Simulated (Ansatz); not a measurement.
**Nudged elastic band of ZrH₃SOF₃ (part 2 of 2)**

The same run, continued: ZrH₃SOF₃; RKS B3LYP-D4/def2-SVP (Ansatz 0.2.0). The run did not end well. It belongs to a series of runs on one base structure; here: band between the two ends.

Geometry of the input (Å):
```
Zr -0.8306  0.1658  -0.0249
S  0.4428  -1.8681  0.6511
F  -2.5872  -0.5772  0.0405
F  -0.9229  1.5171  1.3280
F  -0.7036  0.7553  -1.8568
H  2.1586  0.6059  0.2272
O  1.3944  0.8786  -0.2999
H  -0.6383  -2.5182  1.1439
H  1.6868  1.0408  -1.2089
```

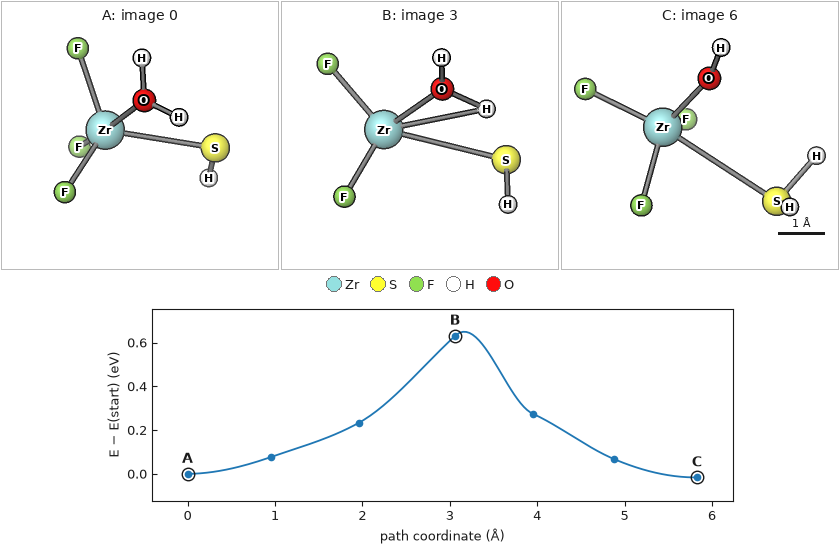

Fig. 1: Images of the last band (counted from 0; ball-and-stick, seen at a tilt) above the energy along the path; the line is a cubic interpolation that uses the forces. The highest image is number 3, 0.632 eV above the start and 0.648 eV above the end (the climbing image); the end lies 0.016 eV below the start. The path is 5.83 Å long. The band had not converged after 60 iterations.

```
Unfinished report: {"positions_ang":[[-0.8932798736844332,0.4395670701544037,-0.19465656655564564],[0.36641465793771627,-1.9243479816660287,0.635637803988427],[-2.3026137760478753,-0.7354998162832667,-0.6867275155108536],[-1.3252059178171969,1.426874334939294,1.3724300409244743],[-1.1027685623244605,1.6663702039708832,-1.6541301227047625],[1.339009132004808,-0.7025533634214217,-0.06702509720564809],[1.2384502108182494,0.41789855262590214,-0.4263755945917745],[0.7394170049602259,-1.5188379613522136,1.874189158393881],[1.9404771341529659,0.9306279510324483,-0.8532431067380977]],"unchecked":["starts","cluster_reference","orbital_swaps","neighbouring_geometries","increment"],"mean_field":{"relativity":"none","state":{"energy":{"ev":-22360.322943606454,"hartree":-821.7267118062838},"converged":true,"gradient_ev":0.00001419171501364278,"stability":{"kind":"minimum","curvature_ev":31.783085742061505},"curvature_floor_ev":0.00030000000000000003,"spin_squared":0.0},"others":[],"fillings":{"estimated":0,"unestimated":0,"tried":0,"untried":0,"excluded_magnetic_sites":0},"n_dropped_functions":0,"n_trapped_functions":0,"passes":{"evaluations":3,"products":23},"factors":{"origin":"Cholesky decomposition","count":1248,"bound_ev":0.0009937810673474885},"gradient_stop_ev":0.00009,"reference_kind":"stationary","functional":{"name":"B3LYP","citations":["Stephens, Devlin, Chabalowski & Frisch, J. Phys. Chem. 98, 11623 (1994) doi:10.1021/j100096a001","Becke, Phys. Rev. A 38, 3098 (1988) doi:10.1103/PhysRevA.38.3098","Lee, Yang & Parr, Phys. Rev. B 37, 785 (1988) doi:10.1103/PhysRevB.37.785","Vosko, Wilk & Nusair, Can. J. Phys. 58, 1200 (1980) doi:10.1139/p80-159"],"text":"name \"B3LYP\"\ncite \"Stephens, Devlin, Chabalowski & Frisch, J. Phys. Chem. 98, 11623 (1994) doi:10.1021/j100096a001\"\ncite \"Becke, Phys. Rev. A 38, 3098 (1988) doi:10.1103/PhysRevA.38.3098\"\ncite \"Lee, Yang & Parr, Phys. Rev. B 37, 785 (1988) doi:10.1103/PhysRevB.37.785\"\ncite \"Vosko, Wilk & Nusair, Can. J. Phys. 58, 1200 (1980) doi:10.1139/p80-159\"\nparameter a0 = 0.2\nparameter ax = 0.72\nparameter ac = 0.81\nexchange = (1 - a0 - ax)*slater_x + ax*b88_x + a0*exact_x\ncorrelation = (1 - ac)*vwn_rpa_c + ac*lyp_c\n","parameters":{"a0":{"value":0.2,"default":0.2},"ac":{"value":0.81,"default":0.81},"ax":{"value":0.72,"default":0.72}},"final_grid":{"core_spheres":13.0,"valence_spheres":11.0,"degree":36.0},"final_grid_parameter_source":"default","radial_points_factor":1.0,"radial_grid_error_ev":6.729326096032238e-7,"grid_sensitivity":"normal","grid_sensitivity_ratio":0.0013437628806248659},"unsmoothed_excess_ev":-0.00033402125661930344,"symmetry":{"irreps":["A"],"axes":[[0.9999815226455303,0.00282418006693158,-0.005383156553192119],[-0.0029213800304057694,0.9998312830386061,-0.018134800690732342],[0.0053310323807472144,0.018150191853646785,0.9998210593048295]],"occupied":[{"A":33},{"A":33}]},"held":{"pivots":1248,"left_out":0,"joined":0},"density_repulsion":{"missed_ev":0.000024419950567837206,"excess_ev":4.123133523890139e-8,"most_excess_ev":0.0001782,"are_drawn_again":false,"n_first_factors":1248,"energy_change_ev":0.0,"n_dropped_ends":0}},"factors":{"origin":"Cholesky decomposition","count":1248,"bound_ev":0.0009937810673474885},"n_frozen":0,"n_occupied":[33,33],"n_virtual":[87,87],"reference":{"ev":-22360.322943606454,"hartree":-821.7267118062838},"dispersion":{"energy":{"ev":-0.33698787386133155,"hartree":-0.012384075945819058},"switches_in_reach":[]},"total":{"ev":-22360.659931480317,"hartree":-821.7390958822297},"forces_ev_per_angstrom":[[-0.031403259207381934,-0.1747995794798818,0.07028522809433442],[0.025180201303971764,0.10916440465166062,0.010542157742950947],[-0.12902550549554853,0.028625023892593603,-0.05203226340507018],[0.01837159465945242,-0.07816244117082034,0.015966799777511947],[0.21342162077241428,-0.10039660155339332,0.1295610420554481],[-0.07115601151477911,0.42928285233958347,-0.09337373517686938],[0.030529662697987472,-0.15457095923827713,-0.048234580208090024],[-0.06679924080520232,0.02025085991177098,0.007012392558544647],[0.010880937577881965,-0.0793935593651607,-0.039727041423886125]],"charge_distribution":{"dipole_moment_e_ang":[0.8108089091434307,0.2269789919565811,0.0015291661964289113],"mulliken_charges_e":[1.227132163387017,-0.3642173890178384,-0.3264479919180836,-0.33361010815001,-0.3409818272596503,0.2430186202794501,-0.4144603223637464,0.08346160700062566,0.22610524804218912],"lowdin_charges_e":[-0.40671693733092873,0.1846199903652348,0.012987372059132696,0.0073880422729999395,-0.004090298702346118,-0.0007236144412123835,0.17464200331642044,0.0034164289917791857,0.028477013468897305]},"n_threads":2,"memory_gib":2.556818182580173,"seconds":{"hamiltonian":1.411687739,"orbitals":0.0,"second_order":0.0,"solver_start":0.0,"cycles":0.0,"cycle":0.0,"perturbative":0.0,"full_ci_increment":0.0,"forces":0.0}}
this run last wrote the band of iteration 60 to [file]
Error: NEB band did not converge after 60 iterations: max|band force component| = 5.55e-1 eV/Å (threshold 5.0e-2); raise `neb.max_iterations` in a new run, which can start from the last band evaluated (`neb.initial_path`, with `crystal.atoms` and `neb.final_atoms` set to its first and last images), add images, or start from endpoints closer to local minima. Where this run's directory can be resumed (`checkpoint.write`), a resume goes on for up to `neb.max_iterations` more; to start a new run from the last band, take its images' positions from the `neb_iteration` event of iteration 60 (`data.images[].positions_ang`), in the event stream of the run that computed that iteration (not this run's, if it was resumed behind it). With `checkpoint.write`, `steps/00-neb/state/checkpoint.json` in the run directory holds the last saved band, under `neb.evaluated.images[].positions_ang` (a band under a hybrid functional on support functions is neither saved nor resumed: `neb.initial_path` says where its path is): check the last entry of `neb.iterations` there, which is earlier than 60 if that iteration was not saved or its write failed. If the band's step has no `state` directory and holds `state.next`, a write was cut short, and the file is under `state.next` instead (behind a loss of power it can be under `state.prev`)
this run wrote the band of iteration 60 to [file] as well, whether or not its events were kept: a new run's `neb.initial_path` can list its `images[].positions_ang`
a run's events are kept only if it was started with --events-out <file>, and are in that file
```

The last band as extended XYZ (Å, eV, eV/Å)
```
9
Properties=species:S:1:pos:R:3:forces:R:3 image=0 energy=-22361.29117
Zr   -0.8306    0.1658   -0.0249    0.0165   0.0286   0.0204
S     0.4428   -1.8681    0.6511   -0.0056   0.0147  -0.0051
F    -2.5872   -0.5772    0.0405   -0.0132  -0.0071  -0.0001
F    -0.9229    1.5171    1.3280   -0.0103  -0.0228  -0.0143
F    -0.7036    0.7553   -1.8568   -0.0035  -0.0065   0.0083
H     2.1586    0.6059    0.2272    0.0242  -0.0013   0.0051
O     1.3944    0.8786   -0.2999   -0.0235  -0.0057  -0.0035
H    -0.6383   -2.5182    1.1439   -0.0015  -0.0008  -0.0010
H     1.6868    1.0408   -1.2089    0.0169   0.0009  -0.0097
9
Properties=species:S:1:pos:R:3:forces:R:3 image=1 energy=-22361.21464
Zr   -0.8768    0.2274   -0.1001    0.0048  -0.0307  -0.0009
S     0.4712   -1.8505    0.4276    0.0141  -0.0006  -0.0048
F    -2.5955   -0.5998   -0.1018   -0.0307   0.0211   0.0143
F    -1.0720    1.4794    1.3268    0.0392  -0.0433   0.0194
F    -0.8159    0.9875   -1.8606    0.0294  -0.0452  -0.0154
H     1.8966    0.1061    0.1585    0.0699   0.0477   0.0047
O     1.3959    0.8291   -0.2631    0.0088   0.0399  -0.0316
H    -0.2408   -2.2403    1.5062   -0.1151  -0.0527   0.0387
H     1.8371    1.0612   -1.0934   -0.0204   0.0639  -0.0244
9
Properties=species:S:1:pos:R:3:forces:R:3 image=2 energy=-22361.05827
Zr   -0.9088    0.2830   -0.1370   -0.0311  -0.1125   0.0382
S     0.3592   -1.9413    0.3923   -0.0920  -0.0408  -0.0231
F    -2.5643   -0.6248   -0.3533   -0.1675   0.0514  -0.0115
F    -1.1978    1.4392    1.3455    0.0526  -0.0849   0.0471
F    -0.9173    1.2535   -1.7890    0.1214  -0.1158   0.0078
H     1.6307   -0.2667   -0.0072    0.1420   0.1907  -0.1018
O     1.3636    0.6639   -0.2487   -0.0061  -0.0185   0.1077
H     0.3001   -1.8253    1.7398   -0.0700   0.0380   0.0413
H     1.9344    1.0185   -0.9423    0.0507   0.0925  -0.1056
9
Properties=species:S:1:pos:R:3:forces:R:3 image=3 energy=-22360.65960
Zr   -0.8933    0.4396   -0.1947   -0.0314  -0.1748   0.0703
S     0.3664   -1.9243    0.6356    0.0252   0.1092   0.0105
F    -2.3026   -0.7355   -0.6867   -0.1290   0.0286  -0.0520
F    -1.3252    1.4269    1.3724    0.0184  -0.0782   0.0160
F    -1.1028    1.6664   -1.6541    0.2134  -0.1004   0.1296
H     1.3390   -0.7026   -0.0670   -0.0712   0.4293  -0.0934
O     1.2385    0.4179   -0.4264    0.0305  -0.1546  -0.0482
H     0.7394   -1.5188    1.8742   -0.0668   0.0203   0.0070
H     1.9405    0.9306   -0.8532    0.0109  -0.0794  -0.0397
9
Properties=species:S:1:pos:R:3:forces:R:3 image=4 energy=-22361.01597
Zr   -0.8368    0.6156   -0.3031   -0.1887  -0.0098  -0.0018
S     0.4310   -1.9978    0.6990   -0.0304   0.0235   0.0851
F    -2.1103   -0.7818   -0.6781    0.0689  -0.0146  -0.1281
F    -1.2965    1.4312    1.3692    0.0315  -0.0239  -0.0106
F    -1.3233    1.7735   -1.7417   -0.0625   0.1386   0.0742
H     1.4759   -1.2951    0.1973    0.0557  -0.1108   0.0655
O     1.1049    0.7198   -0.5258    0.5646   0.1775  -0.3878
H     0.6832   -1.5774    1.9585    0.0263  -0.0076   0.0838
H     1.8717    1.1122   -0.9753   -0.4653  -0.1729   0.2197
9
Properties=species:S:1:pos:R:3:forces:R:3 image=5 energy=-22361.22258
Zr   -0.8289    0.6319   -0.3417    0.0698   0.0150  -0.0398
S     0.2581   -1.8637    1.0171   -0.0108   0.0185   0.0643
F    -1.8336   -0.8701   -1.0069    0.0523  -0.0100  -0.0951
F    -1.3208    1.2603    1.4067   -0.0006  -0.0321  -0.0027
F    -1.4716    1.9615   -1.5563   -0.0313   0.0829   0.0736
H     1.2827   -1.7081    0.1455   -0.0109  -0.0646   0.0398
O     1.0869    0.7399   -0.6512   -0.2589  -0.1311   0.0285
H     0.9568   -1.2860    2.0200    0.0357   0.0212   0.0367
H     1.8703    1.1343   -1.0330    0.1546   0.1002  -0.1053
9
Properties=species:S:1:pos:R:3:forces:R:3 image=6 energy=-22361.30732
Zr   -0.7931    0.6395   -0.4033    0.0017   0.0061  -0.0014
S     0.1639   -1.7005    1.2485    0.0141  -0.0065   0.0043
F    -1.5571   -0.9069   -1.2639    0.0014  -0.0005   0.0036
F    -1.2979    1.0779    1.4046   -0.0019  -0.0012  -0.0013
F    -1.6654    2.0464   -1.3644    0.0014  -0.0013   0.0009
H     1.0207   -2.2442    0.3534   -0.0060   0.0037   0.0050
O     1.0758    0.9050   -0.7827    0.0095   0.0052  -0.0036
H     1.1548   -1.0803    1.9305   -0.0110  -0.0022  -0.0094
H     1.8984    1.2632   -1.1226   -0.0092  -0.0034   0.0019
```

What the run reported

```tsv
quantity	value
outcome	not converged
barrier, forward (band not converged)	0.632 eV
barrier, backward	0.648 eV
wall time	7.4 min (CPU time 14 min)
peak memory	0.34 GiB
```

What went wrong

The run did not converge: “NEB band did not converge after 60 iterations: max|band force component| = 5.55e-1 eV/Å (threshold 5.0e-2); raise `neb.max_iterations` in a new run, which can start from the last band evaluated (`neb.initial_path`, with `crystal.atoms` and `neb.final_atoms` set to its first and last images), add images, or start from endpoints closer to local minima …” Its last values are not results.
